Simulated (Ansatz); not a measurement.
CH4AlBO

Input file:

```
crystal:
  periodic: [false, false, false]
  atoms:
    - symbol: C
      position_ang: [1.940014, 0.078604, 0.208146]
    - symbol: Al
      position_ang: [1.627120, 1.608502, -1.016651]
    - symbol: B
      position_ang: [0.744793, -0.077784, 1.137289]
    - symbol: O
      position_ang: [-0.244309, -0.135425, 1.839265]
    - symbol: H
      position_ang: [2.072209, -0.843295, -0.371659]
    - symbol: H
      position_ang: [2.843364, 0.255740, 0.804856]
    - symbol: H
      position_ang: [2.116328, 3.053099, -0.580803]
    - symbol: H
      position_ang: [0.907403, 1.344764, -2.405378]
basis:
  gaussian:
    orbitals: def2-TZVPD
hamiltonian:
  xc: pbe0
output: {forces: true, orbitals: {seedname: orbitals}}
```

Command:

```sh
ansatz run input.yaml --threads 1 --pin off --max-ram 2610MiB --events-out events.jsonl --progress --plain --runs-dir runs
```

Geometry: B3LYP/6-31G*.

Level of theory: isolated molecule in a Gaussian basis; Kohn-Sham density functional theory, functional PBE0 in Ansatz 0.2.0.

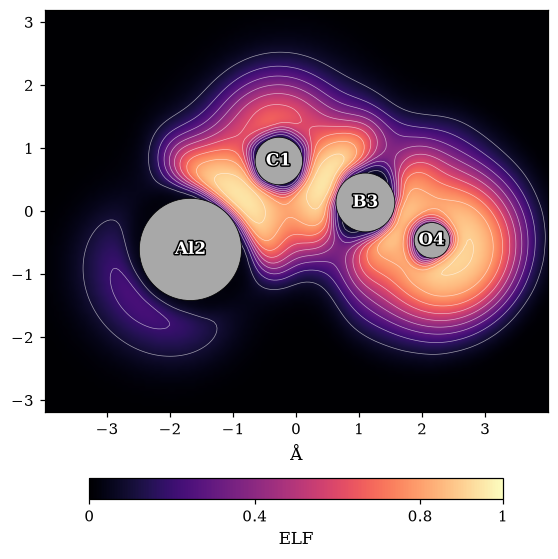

Figure 1. Electron localisation function on the plane of atoms Al2, C1 and B3. Grey discs cover the atomic cores.

**What does the map show?**

Atoms in the plane: C, Al, B and O. B–O (1.21 Å): the ELF peaks at about 0.85 between the atoms (a polar covalent bond). C–B (1.52 Å): the ELF peaks at about 0.95 between the atoms; localised, covalent bonding. C–Al (1.98 Å): the ELF peaks at about 0.95 between the atoms (a shared but strongly polarised pair). The ELF also peaks beside O4, away from the bonds: lone-pair regions.

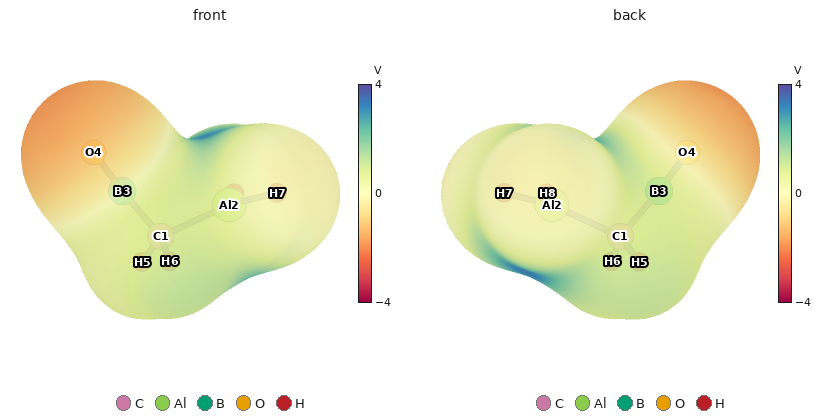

Figure 2. The electrostatic potential painted on the density surface at 0.001 e/bohr³, seen from the front and from behind; the colour scale runs from red (negative) to blue (positive).

**Describe the electrostatic potential map.**

The most negative region (about −1.8 V) lies over O4, the most positive (about +3.2 V) over Al2. O4 is the likeliest acceptor of a hydrogen bond.

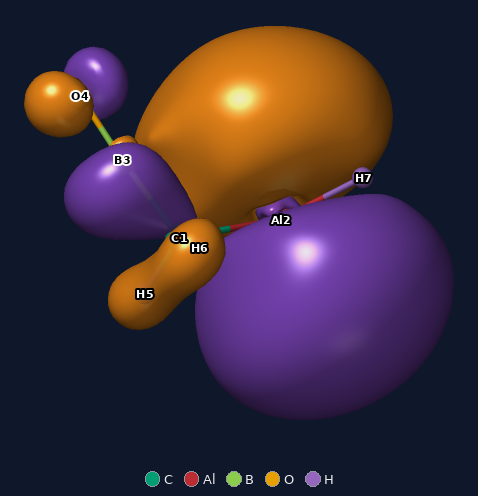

Figure 3. The LUMO at ±0.05 Å⁻³ᐟ² (orange and purple are the two phases), seen at an oblique angle.

**Describe this orbital and give its energy.**

It lies mainly on Al2 (about 75 %). Its energy is −1.92 eV.
